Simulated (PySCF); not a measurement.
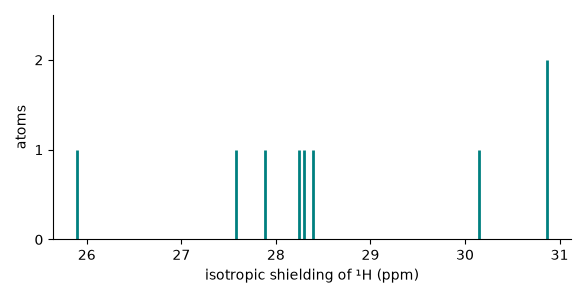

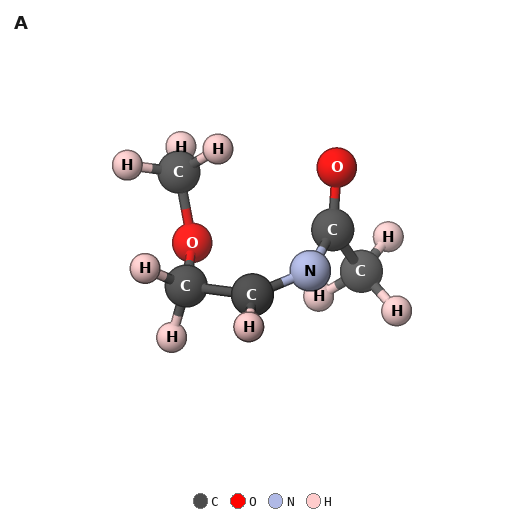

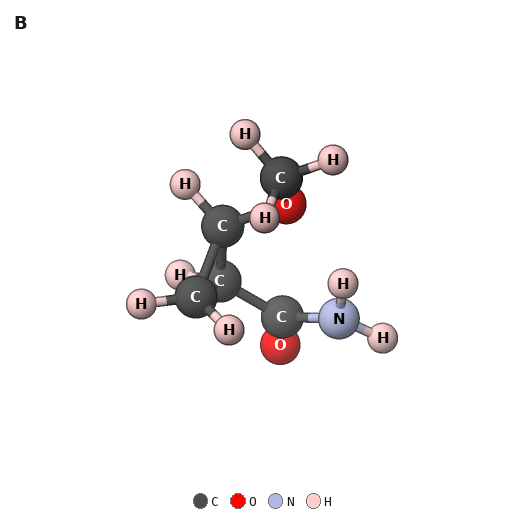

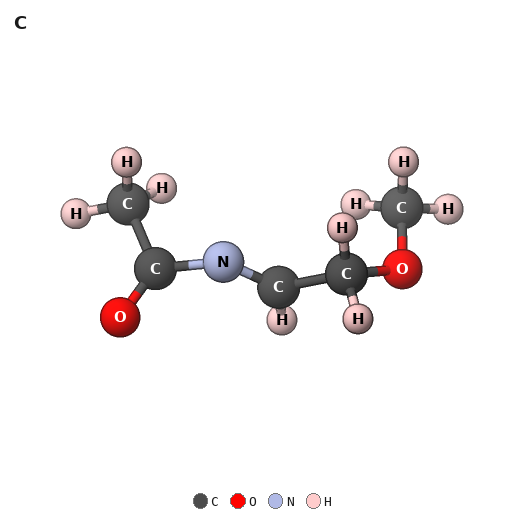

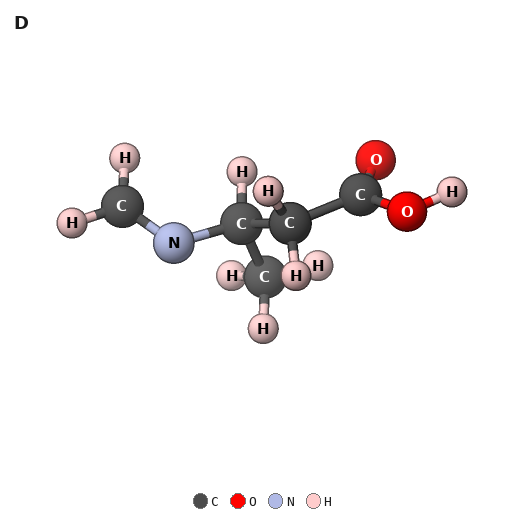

The sticks are computed shieldings of one of the molecules, for one fixed geometry (GFN2-xTB) without averaging over rotations. Low shielding means a high chemical shift. Method: GIAO PBE0/pcSseg-1 NMR shielding, non-relativistic, gas phase (PySCF 2.14.0).

**Which molecule gives this pattern?**

B, `CO[C@@H]1C[C@@H]1C(N)=O`. Its 9 H atoms give lines at 25.89, 27.58, 27.88, 28.24, 28.30, 28.40, 30.15, 30.87 (2 atoms) ppm.
